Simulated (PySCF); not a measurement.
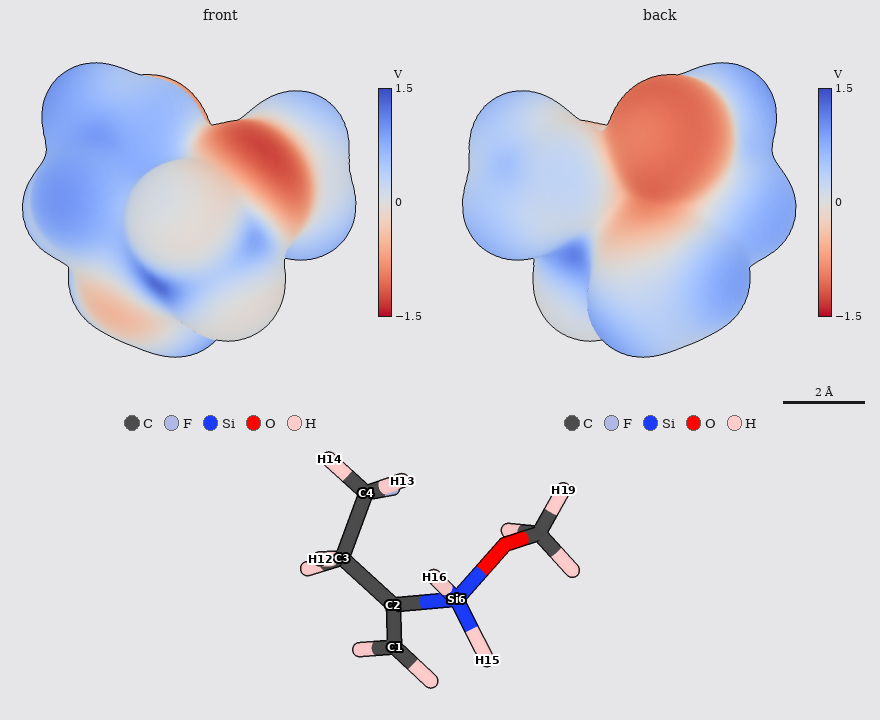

*C5H11FOSi. The electrostatic potential painted on the density surface at 0.002 e/bohr³, seen from the front and from behind; the colour scale runs from red (negative) to blue (positive). The bare structure is drawn below in the same view.*

Geometry: GFN2-xTB.

Level of theory: PySCF, PBE0/def2-SVPD, SCF density, gas phase.

```yaml
atoms:
  - { symbol: C, position_ang: [-0.3356, -1.2957, -1.6462] }
  - { symbol: C, position_ang: [-0.4371, -0.9877, -0.3601] }
  - { symbol: C, position_ang: [-1.7546, -0.5166, 0.1978] }
  - { symbol: C, position_ang: [-1.6791, 0.9281, 0.6791] }
  - { symbol: F, position_ang: [-1.3818, 1.7693, -0.3703] }
  - { symbol: Si, position_ang: [1.0604, -1.0500, 0.8083] }
  - { symbol: O, position_ang: [1.6862, 0.4223, 1.0895] }
  - { symbol: C, position_ang: [2.1094, 1.3872, 0.1692] }
  - { symbol: H, position_ang: [-1.1722, -1.2300, -2.3269] }
  - { symbol: H, position_ang: [0.5934, -1.6299, -2.0779] }
  - { symbol: H, position_ang: [-2.5361, -0.5949, -0.5625] }
  - { symbol: H, position_ang: [-2.0350, -1.1334, 1.0543] }
  - { symbol: H, position_ang: [-0.8885, 1.0646, 1.4218] }
  - { symbol: H, position_ang: [-2.6397, 1.2668, 1.0817] }
  - { symbol: H, position_ang: [2.0424, -1.9512, 0.1980] }
  - { symbol: H, position_ang: [0.6848, -1.3866, 2.1759] }
  - { symbol: H, position_ang: [2.9797, 1.0341, -0.3883] }
  - { symbol: H, position_ang: [1.3129, 1.6284, -0.5379] }
  - { symbol: H, position_ang: [2.3807, 2.2842, 0.7270] }
```

### Which sites attract a positive test charge, and which a negative one?

A positive charge is drawn to the negative regions and a negative charge to the positive ones. The most negative region (about −1.2 V) lies over O7, the most positive (about +1.1 V) over Si6. O7 is the likeliest acceptor of a hydrogen bond.

### How polar is the molecule by this calculation?

Its dipole moment is 1.02 D.
